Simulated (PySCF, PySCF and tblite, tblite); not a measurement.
# C₅H₂FNO: telling isomers apart by computed NMR, part 3 of 3

PySCF and tblite. Atoms count from 0.

## (19) Shieldings, isomer E, conformer 1: wB97X-D/pcSseg-1 in cyclohexane

The job: settings as JSON, then the geometry in Å.

```
{"job": {"xc": "wB97X-D", "basis": "pcSseg-1", "solvent": "cyclohexane", "kind": "nmr", "pop": false}, "charge": 0, "multiplicity": 1}
C      2.507571    -0.554719    -0.032268
C      1.324976    -0.354111    -0.008909
C     -0.047807    -0.059418     0.008944
C     -1.131207    -0.882115     0.174771
O     -2.259590    -0.169861     0.121096
N     -1.971561     1.130777    -0.079057
C     -0.674626     1.216754    -0.147822
F     -0.060883     2.364885    -0.340068
H      3.537944    -0.748759    -0.049931
H     -1.215935    -1.938779     0.330717
```

Output:

```text
coarse grid: 9904 points
cycle   1  E = -421.0586682715  dE =  1.952e+00  |g| = 6.934e-01  |ddm| = 3.449e+00
cycle   2  E = -421.0570859558  dE =  1.582e-03  |g| = 7.655e-01  |ddm| = 1.220e+00
cycle   3  E = -421.1569866901  dE = -9.990e-02  |g| = 1.072e-01  |ddm| = 6.282e-01
cycle   4  E = -421.1588694315  dE = -1.883e-03  |g| = 5.184e-02  |ddm| = 1.140e-01
cycle   5  E = -421.1594300030  dE = -5.606e-04  |g| = 1.440e-02  |ddm| = 5.362e-02
cycle   6  E = -421.1594709685  dE = -4.097e-05  |g| = 4.446e-03  |ddm| = 1.652e-02
cycle   7  E = -421.1594762365  dE = -5.268e-06  |g| = 8.534e-04  |ddm| = 6.136e-03
final grid: 100592 points
cycle   8  E = -421.2251534353  dE = -1.170e-04  |g| = 6.177e-03  |ddm| = 9.082e-02
cycle   9  E = -421.2251529095  dE =  5.257e-07  |g| = 6.803e-03  |ddm| = 1.331e-02
cycle  10  E = -421.2251599848  dE = -7.075e-06  |g| = 6.528e-04  |ddm| = 4.942e-03
cycle  11  E = -421.2251600717  dE = -8.697e-08  |g| = 4.106e-04  |ddm| = 1.099e-03
cycle  12  E = -421.2251601080  dE = -3.628e-08  |g| = 1.058e-04  |ddm| = 4.182e-04
cycle  13  E = -421.2251601117  dE = -3.664e-09  |g| = 4.444e-05  |ddm| = 1.523e-04
cycle  14  E = -421.2251601125  dE = -7.941e-10  |g| = 1.588e-05  |ddm| = 7.224e-05
converged SCF energy = -421.2251601125

GIAO shielding tensors (ppm)
atom      isotropic    diamagn.    paramagn.     s11        s22        s33       span
  0 C       90.361     258.819    -168.458     17.577     41.566    211.942    194.365
  1 C      115.630     245.713    -130.083     16.609     25.583    304.698    288.089
  2 C       86.304     260.112    -173.808     17.112     89.390    152.411    135.299
  3 C       11.173     250.506    -239.332    -75.801      7.034    102.288    178.088
  4 O       -9.405     395.702    -405.107   -148.055    -79.492    199.331    347.385
  5 N     -108.047     321.568    -429.616   -316.898    -88.802     81.558    398.456
  6 C        1.377     246.132    -244.755    -89.847     32.282     61.696    151.543
  7 F      317.396     470.379    -152.982    213.509    313.625    425.054    211.545
  8 H       28.612      32.988      -4.376     24.253     24.774     36.809     12.556
  9 H       23.098      29.634      -6.536     21.184     22.431     25.678      4.495
```

It took 43 s on 1 thread of Intel Xeon at 2.50GHz, shared host; peak memory 0.85 GiB.

In short: HOMO -9.45 eV, LUMO 0.53 eV; dipole 3.65 D.

## (20) Single-point energy, isomer E, conformer 1: PBE0/def2-SVP in cyclohexane

Changed since step 19:

```diff
@@ -1,2 +1,2 @@
-{"job": {"xc": "wB97X-D", "basis": "pcSseg-1", "solvent": "cyclohexane", "kind": "nmr", "pop": false}, "charge": 0, "multiplicity": 1}
+{"job": {"xc": "PBE0", "basis": "def2-SVP", "solvent": "cyclohexane", "kind": "sp"}, "charge": 0, "multiplicity": 1}
 C      2.507571    -0.554719    -0.032268
```

Output:

```text
coarse grid: 9904 points
cycle   1  E = -420.5039754452  dE =  1.676e+00  |g| = 6.044e-01  |ddm| = 4.100e+00
cycle   2  E = -420.4391094496  dE =  6.487e-02  |g| = 8.367e-01  |ddm| = 1.315e+00
cycle   3  E = -420.5726589822  dE = -1.335e-01  |g| = 1.519e-01  |ddm| = 8.065e-01
cycle   4  E = -420.5764177386  dE = -3.759e-03  |g| = 8.343e-02  |ddm| = 1.917e-01
cycle   5  E = -420.5780462468  dE = -1.629e-03  |g| = 1.304e-02  |ddm| = 7.869e-02
cycle   6  E = -420.5780736475  dE = -2.740e-05  |g| = 6.737e-03  |ddm| = 1.804e-02
cycle   7  E = -420.5780845564  dE = -1.091e-05  |g| = 2.055e-03  |ddm| = 7.070e-03
cycle   8  E = -420.5780854587  dE = -9.023e-07  |g| = 3.231e-04  |ddm| = 2.194e-03
final grid: 100592 points
cycle   9  E = -420.6409628191  dE = -1.749e-05  |g| = 9.036e-03  |ddm| = 2.611e-02
cycle  10  E = -420.6409350020  dE =  2.782e-05  |g| = 1.532e-02  |ddm| = 1.902e-02
cycle  11  E = -420.6409783196  dE = -4.332e-05  |g| = 1.415e-03  |ddm| = 1.196e-02
cycle  12  E = -420.6409787466  dE = -4.270e-07  |g| = 4.249e-04  |ddm| = 1.660e-03
cycle  13  E = -420.6409787871  dE = -4.043e-08  |g| = 1.432e-04  |ddm| = 4.980e-04
cycle  14  E = -420.6409787913  dE = -4.239e-09  |g| = 5.906e-05  |ddm| = 1.736e-04
cycle  15  E = -420.6409787921  dE = -8.362e-10  |g| = 9.376e-06  |ddm| = 6.954e-05
converged SCF energy = -420.6409787921
```

Run time: 17 s. Hardware: 1 thread of Intel Xeon at 2.50GHz, shared host; peak memory 0.59 GiB.

Key values: HOMO -7.58 eV, LUMO -1.13 eV; dipole 3.40 D.

## (21) Boltzmann average, isomer E: properties at wB97X-D/pcSseg-1 in cyclohexane

The job: settings as JSON, then the geometry in Å.

```
{"job": {"study": "conf", "smiles": "C#Cc1conc1F", "search": {"seed": 1005, "n_embed": 45, "ff_keep": 10, "window": 2.5, "nmax": 5, "temps": [250, 298.15, 350], "t_ref": 298.15, "order": 0.001}, "level": {"nmr": {"xc": "wB97X-D", "basis": "pcSseg-1", "solvent": "cyclohexane"}, "sp": {"xc": "PBE0", "basis": "def2-SVP", "solvent": "cyclohexane"}}, "kind": "conf"}, "charge": 0, "multiplicity": 1}
C      2.507571    -0.554719    -0.032268
C      1.324976    -0.354111    -0.008909
C     -0.047807    -0.059418     0.008944
C     -1.131207    -0.882115     0.174771
O     -2.259590    -0.169861     0.121096
N     -1.971561     1.130777    -0.079057
C     -0.674626     1.216754    -0.147822
F     -0.060883     2.364885    -0.340068
H      3.537944    -0.748759    -0.049931
H     -1.215935    -1.938779     0.330717
```

Output:

```text
conformer  sym    E(xTB)   E(DFT)   G(298.15 K)  weight  dipole/D
    1     Cs      0.000    0.000    0.000   1.0000    3.404

mean shielding (ppm) by class
class atoms           250 K   298.15 K      350 K
  0 C  0             90.361     90.361     90.361
  1 C  1             115.63     115.63     115.63
  2 C  2             86.304     86.304     86.304
  3 C  3             11.174     11.174     11.174
  4 O  4             -9.405     -9.405     -9.405
  5 N  5           -108.047   -108.047   -108.047
  6 C  6              1.377      1.377      1.377
  7 F  7            317.396    317.396    317.396
  8 H  8             28.612     28.612     28.612
  9 H  9             23.098     23.098     23.098
```

Wall time 61 s (1 thread of Intel Xeon at 2.50GHz, shared host). This counts the runs that the step sums up.

The search (ETKDG and KDG, MMFF94s, GFN2-xTB) embedded 45 structures, kept 1 distinct ones after the force field and 1 after xTB; 1 was carried on (window 2.5 kcal/mol at the search's own energies). Energies: PBE0/def2-SVP in cyclohexane with D3(BJ).

Conformer by conformer (298 K):

| no. | group | mirror pair | ΔE xTB | ΔE DFT | ΔG | weight (%) | μ (D) | A, B, C (GHz) |
| --- | --- | --- | --- | --- | --- | --- | --- | --- |
| 1 | Cs | no | 0.00 | 0.00 | 0.00 | 100.0 | 3.40 | 3.73, 1.93, 1.27 |

Energies in kcal/mol. ΔG holds xTB vibrations and rotation, symmetry numbers and mirror pairs.

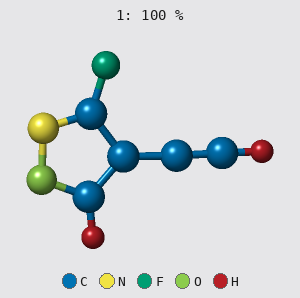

The one conformer.

Shifts against references run at the same level ($^{13}$C TMS 187.4, $^{1}$H TMS 31.82 ppm of shielding), by class of atoms, at 298 K:

```csv
atoms,environment,average
C6,aromatic carbon bearing fluorine,186.0
C3,aromatic CH next to the ring oxygen,176.2
C2,substituted aromatic carbon,101.1
C0,terminal alkyne carbon,97.1
C1,alkyne carbon,71.8
H9,hydrogen on an aromatic CH next to the ring oxygen,8.72
H8,hydrogen on a terminal alkyne carbon,3.21
O4,aromatic ring oxygen,-9.4 (σ)
N5,pyridine-type nitrogen of an azole,-108.0 (σ)
F7,aryl fluorine,317.4 (σ)
```

## (22) Shieldings, isomer D, conformer 1: PBE0/pcseg-1

The job: settings as JSON, then the geometry in Å.

```
{"job": {"xc": "PBE0", "basis": "pcseg-1", "kind": "nmr", "pop": false}, "charge": 0, "multiplicity": 1}
C      1.808330     0.450762     0.025281
C      0.659826    -0.184418     0.025069
O      0.420629    -1.593205     0.090365
C     -0.905753    -1.281953     0.038203
F     -1.839646    -2.192311     0.058975
C     -0.797866     0.067083    -0.027908
C     -1.622590     1.184132    -0.107772
N     -2.286550     2.117180    -0.174098
H      1.834194     1.523744    -0.029618
H      2.738309    -0.086359     0.078975
```

Output:

```text
coarse grid: 9904 points
cycle   1  E = -420.6817866418  dE =  1.752e+00  |g| = 7.829e-01  |ddm| = 3.910e+00
cycle   2  E = -420.2143024135  dE =  4.675e-01  |g| = 1.617e+00  |ddm| = 2.350e+00
cycle   3  E = -420.8156784017  dE = -6.014e-01  |g| = 1.975e-01  |ddm| = 1.739e+00
cycle   4  E = -420.8212869746  dE = -5.609e-03  |g| = 1.181e-01  |ddm| = 2.611e-01
cycle   5  E = -420.8240645165  dE = -2.778e-03  |g| = 2.623e-02  |ddm| = 1.234e-01
cycle   6  E = -420.8242262897  dE = -1.618e-04  |g| = 8.191e-03  |ddm| = 3.572e-02
cycle   7  E = -420.8242379127  dE = -1.162e-05  |g| = 3.300e-03  |ddm| = 9.729e-03
cycle   8  E = -420.8242404038  dE = -2.491e-06  |g| = 6.854e-04  |ddm| = 3.612e-03
final grid: 100592 points
cycle   9  E = -420.8875710281  dE = -1.100e-05  |g| = 1.019e-02  |ddm| = 3.359e-02
cycle  10  E = -420.8875307437  dE =  4.028e-05  |g| = 1.780e-02  |ddm| = 2.371e-02
cycle  11  E = -420.8875909980  dE = -6.025e-05  |g| = 1.454e-03  |ddm| = 1.632e-02
cycle  12  E = -420.8875914697  dE = -4.718e-07  |g| = 4.230e-04  |ddm| = 1.746e-03
cycle  13  E = -420.8875915067  dE = -3.692e-08  |g| = 1.346e-04  |ddm| = 4.396e-04
cycle  14  E = -420.8875915097  dE = -3.069e-09  |g| = 7.284e-05  |ddm| = 1.959e-04
cycle  15  E = -420.8875915108  dE = -1.089e-09  |g| = 2.127e-05  |ddm| = 8.388e-05
cycle  16  E = -420.8875915109  dE = -1.183e-10  |g| = 4.880e-06  |ddm| = 2.559e-05
converged SCF energy = -420.8875915109

GIAO shielding tensors (ppm)
atom      isotropic    diamagn.    paramagn.     s11        s22        s33       span
  0 C      100.485     256.380    -155.895     13.498    101.813    186.144    172.647
  1 C       39.610     255.544    -215.934    -58.171     67.192    109.808    167.978
  2 O      111.223     403.048    -291.825     44.118    144.143    145.407    101.290
  3 C       21.926     251.982    -230.056    -58.906     46.524     78.159    137.065
  4 F      236.600     468.486    -231.886    133.139    271.040    305.620    172.481
  5 C      122.339     252.942    -130.602     93.076    135.090    138.852     45.776
  6 C       90.218     261.331    -171.112    -12.611     -9.041    292.307    304.918
  7 N      -32.293     338.793    -371.085   -210.831   -126.524    240.477    451.308
  8 H       26.528      30.657      -4.129     24.856     25.079     29.650      4.794
  9 H       26.377      28.069      -1.693     23.956     24.839     30.334      6.378
```

It took 27 s on 1 thread of Intel Xeon at 2.50GHz, shared host; peak memory 0.61 GiB.

This run: HOMO -7.75 eV, LUMO -1.90 eV; dipole 3.31 D.

## (23) Single-point energy, isomer D, conformer 1: M06-2X/def2-SVPD

Changed since step 22:

```diff
@@ -1,2 +1,2 @@
-{"job": {"xc": "PBE0", "basis": "pcseg-1", "kind": "nmr", "pop": false}, "charge": 0, "multiplicity": 1}
+{"job": {"xc": "M06-2X", "basis": "def2-SVPD", "kind": "sp"}, "charge": 0, "multiplicity": 1}
 C      1.808330     0.450762     0.025281
```

Output:

```text
coarse grid: 46448 points
cycle   1  E = -420.8041152200  dE =  1.995e+00  |g| = 8.520e-01  |ddm| = 5.537e+00
cycle   2  E = -420.5674989701  dE =  2.366e-01  |g| = 1.377e+00  |ddm| = 2.959e+00
cycle   3  E = -420.9749464444  dE = -4.074e-01  |g| = 1.463e-01  |ddm| = 1.954e+00
cycle   4  E = -420.9775149129  dE = -2.568e-03  |g| = 1.029e-01  |ddm| = 2.802e-01
cycle   5  E = -420.9797341690  dE = -2.219e-03  |g| = 1.484e-02  |ddm| = 1.328e-01
cycle   6  E = -420.9797876961  dE = -5.353e-05  |g| = 6.129e-03  |ddm| = 3.521e-02
cycle   7  E = -420.9797967154  dE = -9.019e-06  |g| = 2.145e-03  |ddm| = 1.026e-02
final grid: 100592 points
cycle   8  E = -420.9794463110  dE = -2.482e-06  |g| = 2.863e-03  |ddm| = 3.664e-02
cycle   9  E = -420.9794441277  dE =  2.183e-06  |g| = 4.366e-03  |ddm| = 1.103e-02
cycle  10  E = -420.9794483895  dE = -4.262e-06  |g| = 2.947e-04  |ddm| = 6.206e-03
cycle  11  E = -420.9794484062  dE = -1.661e-08  |g| = 1.879e-04  |ddm| = 6.064e-04
cycle  12  E = -420.9794484147  dE = -8.498e-09  |g| = 9.639e-05  |ddm| = 3.446e-04
cycle  13  E = -420.9794484169  dE = -2.211e-09  |g| = 1.669e-05  |ddm| = 1.876e-04
cycle  14  E = -420.9794484170  dE = -1.030e-10  |g| = 9.567e-06  |ddm| = 4.740e-05
converged SCF energy = -420.9794484170
```

Wall time 44 s (1 thread of Intel Xeon at 2.50GHz, shared host); peak memory 0.64 GiB.

In short: HOMO -8.90 eV, LUMO -1.04 eV; dipole 3.22 D.

## (24) Boltzmann average, isomer D: properties at PBE0/pcseg-1

The job: settings as JSON, then the geometry in Å.

```
{"job": {"study": "conf", "smiles": "C=C1OC(F)=C1C#N", "search": {"seed": 1005, "n_embed": 45, "ff_keep": 10, "window": 2.5, "nmax": 5, "temps": [250, 298.15, 350], "t_ref": 298.15, "order": 0.001}, "level": {"nmr": {"xc": "PBE0", "basis": "pcseg-1"}, "sp": {"xc": "M06-2X", "basis": "def2-SVPD"}, "change": "PBE0/pcseg-1; energies M06-2X/def2-SVPD"}, "kind": "conf"}, "charge": 0, "multiplicity": 1}
C      1.808330     0.450762     0.025281
C      0.659826    -0.184418     0.025069
O      0.420629    -1.593205     0.090365
C     -0.905753    -1.281953     0.038203
F     -1.839646    -2.192311     0.058975
C     -0.797866     0.067083    -0.027908
C     -1.622590     1.184132    -0.107772
N     -2.286550     2.117180    -0.174098
H      1.834194     1.523744    -0.029618
H      2.738309    -0.086359     0.078975
```

Output:

```text
conformer  sym    E(xTB)   E(DFT)   G(298.15 K)  weight  dipole/D
    1     Cs      0.000    0.000    0.000   1.0000    3.220

mean shielding (ppm) by class
class atoms           250 K   298.15 K      350 K
  0 C  0            100.485    100.485    100.485
  1 C  1              39.61      39.61      39.61
  2 O  2            111.222    111.222    111.222
  3 C  3             21.926     21.926     21.926
  4 F  4              236.6      236.6      236.6
  5 C  5            122.339    122.339    122.339
  6 C  6             90.218     90.218     90.218
  7 N  7            -32.293    -32.293    -32.293
  8 H  8             26.528     26.528     26.528
  9 H  9             26.377     26.377     26.377
```

It took 72 s on 1 thread of Intel Xeon at 2.50GHz, shared host. This counts the runs that the step sums up.

Against the first level, at 298 K (shieldings, ppm; largest changes first):

```
atoms  wB97X-D/pcSseg-1 in cyclohexane  PBE0/pcseg-1  change
   C6                             73.1          90.2   +17.1
   C3                              6.2          21.9   +15.7
   N7                            -46.3         -32.3   +14.0
   C0                             86.9         100.5   +13.6
   O2                            102.4         111.2    +8.9
   F4                            228.0         236.6    +8.6
   C1                             31.1          39.6    +8.5
   C5                            117.8         122.3    +4.6
   H8                            26.32         26.53   +0.21
   H9                            26.18         26.38   +0.19
```

Weights: from PBE0/def2-SVP in cyclohexane energies 1: 100 %; from M06-2X/def2-SVPD energies 1: 100 % (with a dispersion term where the level has one and the same thermal terms, so they don't follow from the SCF energies alone). Times: 62 s and 72 s.

## (25) Assigning the signals

The job: settings as JSON, then the geometry in Å.

```
{"job": {"study": "set", "relation": "constitutional isomers", "members": [{"smiles": "[CH:1]#[C:2][c:3]1[cH:4][n:5][c:6]([F:7])[o:8]1"}, {"smiles": "[N:1]#[C:2][C:3]1=[CH:4][C@H:5]([F:6])[C:7]1=[O:8]"}, {"smiles": "[N:1]#[C:2][C:3]1=[C:4]([F:5])[C:6](=[O:7])[CH2:8]1"}, {"smiles": "[CH2:1]=[C:2]1[O:3][C:4]([F:5])=[C:6]1[C:7]#[N:8]"}, {"smiles": "[CH:1]#[C:2][c:3]1[cH:4][o:5][n:6][c:7]1[F:8]"}], "charge": 0, "search": {"seed": 1005, "n_embed": 45, "ff_keep": 10, "window": 2.5, "nmax": 5, "temps": [250, 298.15, 350], "t_ref": 298.15, "order": 0.001}, "level": {"nmr": {"xc": "wB97X-D", "basis": "pcSseg-1", "solvent": "cyclohexane"}, "sp": {"xc": "PBE0", "basis": "def2-SVP", "solvent": "cyclohexane"}}, "dp4": {"C": [1.5, 10], "H": [0.2, 10]}, "second_levels": [{"nmr": {"xc": "PBE0", "basis": "pcseg-1"}, "wide": true, "sp": {"xc": "M06-2X", "basis": "def2-SVPD"}, "change": "PBE0/pcseg-1; energies M06-2X/def2-SVPD"}], "kind": "set"}, "charge": 0, "multiplicity": 1}
C      2.684420    -0.613662     0.363496
C      1.527946    -0.331079     0.205290
C      0.173397    -0.021771     0.020563
C     -0.493529     1.170712    -0.057311
N     -1.824526     0.923962    -0.244443
C     -1.899286    -0.358308    -0.270257
F     -2.985216    -1.071783    -0.429092
O     -0.756412    -1.019275    -0.120146
H      3.698505    -0.843306     0.502546
H     -0.116418     2.169164     0.006826
```

Output:

```text
isomer  G rel   conformers  SMILES
A     8.061      1   C#Cc1cnc(F)o1
B     3.676      1   N#CC1=C[C@H](F)C1=O
C     0.000      1   N#CC1=C(F)C(=O)C1
D    19.011      1   C=C1OC(F)=C1C#N
E    35.565      1   C#Cc1conc1F

signals of isomer D at the second level: probabilities [0.0, 0.0, 0.0, 1.0, 0.0]
```

Run time: 6.6 min. Hardware: 1 thread of Intel Xeon at 2.50GHz, shared host; peak memory 0.86 GiB. This counts the whole study up to here.

The 5 candidates (constitutional isomers), with energies and dipoles from their ensembles above, at 298 K; shieldings at wB97X-D/pcSseg-1 in cyclohexane:

```csv
isomer,SMILES,conformers,ΔE,ΔG,μ rms (D)
A,C#Cc1cnc(F)o1,1,7.55,8.06,2.35
B,N#CC1=C[C@H](F)C1=O,1,4.08,3.68,4.60
C,N#CC1=C(F)C(=O)C1,1,0.00,0.00,1.70
D,C=C1OC(F)=C1C#N,1,19.48,19.01,3.61
E,C#Cc1conc1F,1,35.31,35.56,3.40
```

Energies in kcal/mol.

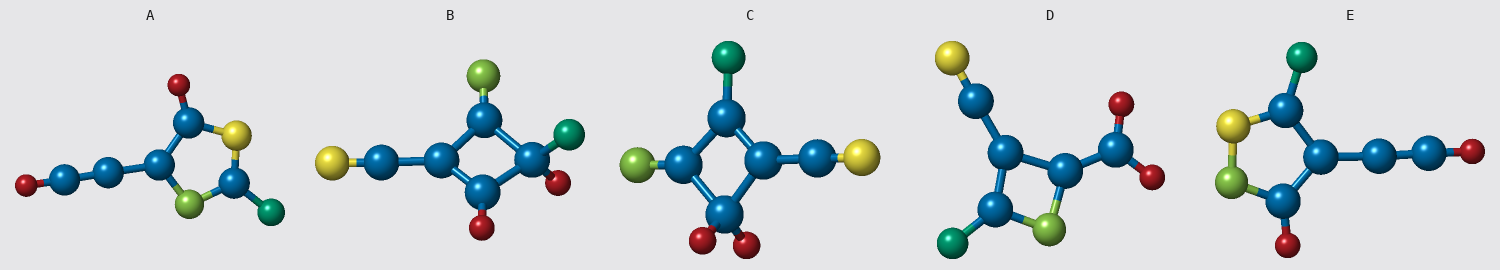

The leading conformer of each candidate.

The signals of isomer D, computed at a second level (PBE0/pcseg-1), stand in for a spectrum. The test takes 5 C values, 2 H values (hydrogens on carbon alone). Each candidate's shieldings are matched to them as sorted lists by a straight-line fit, or by a shift alone where signals are few or close (slope 1; a small slope inflates the errors), and the errors are weighed by Student-t tails (C: width 1.5 ppm, H: width 0.2 ppm).

```
candidate  C slope  C mean error  C largest  H slope  H mean error  H largest  P(C)  P(H)  P(all)
        A     0.81          12.6       31.6     1.00          1.98       1.98   0.0   0.0     0.0
        B     0.89           7.2       10.4     1.00          1.41       1.41   0.0   0.0     0.0
        C     1.25          11.6       20.4     1.00          0.07       0.08   0.0  35.1     0.0
        D     1.04           3.9        5.6     1.00          0.01       0.01  23.1  64.9   100.0
        E     1.20           3.7        6.1     1.00          2.68       2.68  76.9   0.0     0.0
```

Errors in ppm, probabilities in per cent.

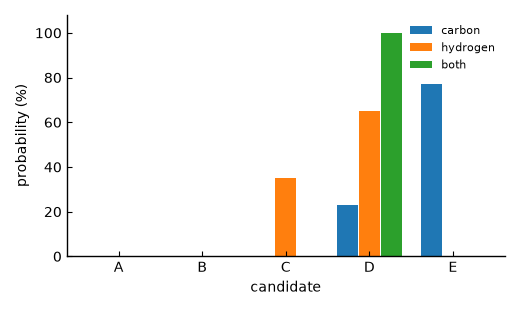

Probabilities for the signals of isomer D.

## (26) Summary of results

The summary covers parts 1 to 3.

| quantity | value |
| --- | --- |
| conformers, isomer A | 1; the first in weight is no. 1 (Cs), 100 % at 298 K |
| root-mean-square dipole, isomer A | 2.35 D |
| averaged $^{13}$C shifts, isomer A (wB97X-D/pcSseg-1 in cyclohexane) | 166.8, 145.6, 137.7, 98.6, 73.7 ppm |
| averaged $^{1}$H shifts, isomer A (wB97X-D/pcSseg-1 in cyclohexane) | 7.63, 3.53 ppm |
| conformers, isomer B | 1; the first in weight is no. 1 (C1), 100 % at 298 K |
| root-mean-square dipole, isomer B | 4.60 D |
| averaged $^{13}$C shifts, isomer B (wB97X-D/pcSseg-1 in cyclohexane) | 187.5, 186.4, 139.9, 115.2, 106.6 ppm |
| averaged $^{1}$H shifts, isomer B (wB97X-D/pcSseg-1 in cyclohexane) | 9.23, 6.26 ppm |
| conformers, isomer C | 1; the first in weight is no. 1 (Cs), 100 % at 298 K |
| root-mean-square dipole, isomer C | 1.70 D |
| averaged $^{13}$C shifts, isomer C (wB97X-D/pcSseg-1 in cyclohexane) | 191.7, 168.5, 129.1, 116.2, 45.1 ppm |
| averaged $^{1}$H shifts, isomer C (wB97X-D/pcSseg-1 in cyclohexane) | 3.18 ppm |
| conformers, isomer D | 1; the first in weight is no. 1 (Cs), 100 % at 298 K |
| root-mean-square dipole, isomer D | 3.61 D |
| averaged $^{13}$C shifts, isomer D (wB97X-D/pcSseg-1 in cyclohexane) | 181.2, 156.3, 114.3, 100.5, 69.7 ppm |
| averaged $^{1}$H shifts, isomer D (wB97X-D/pcSseg-1 in cyclohexane) | 5.64, 5.50 ppm |
| conformers, isomer E | 1; the first in weight is no. 1 (Cs), 100 % at 298 K |
| root-mean-square dipole, isomer E | 3.40 D |
| averaged $^{13}$C shifts, isomer E (wB97X-D/pcSseg-1 in cyclohexane) | 186.0, 176.2, 101.1, 97.1, 71.8 ppm |
| averaged $^{1}$H shifts, isomer E (wB97X-D/pcSseg-1 in cyclohexane) | 8.72, 3.21 ppm |
| lowest in free energy | isomer C |
| signals of D (PBE0/pcseg-1) | best fit D, 100 % |

The search found one conformer for isomer A in the window, so the averages are its own values. The search found one conformer for isomer B in the window, so the averages are its own values. The search found one conformer for isomer C in the window, so the averages are its own values. The search found one conformer for isomer D in the window, so the averages are its own values. The search found one conformer for isomer E in the window, so the averages are its own values. Going from wB97X-D/pcSseg-1 in cyclohexane to PBE0/pcseg-1 moves C6 of isomer D most, by 17.1 ppm of raw shielding. The test names the right isomer, D, with 100 %. The stand-in spectrum is computed, so it shares geometries and errors with the candidates; a measured one would test harder.
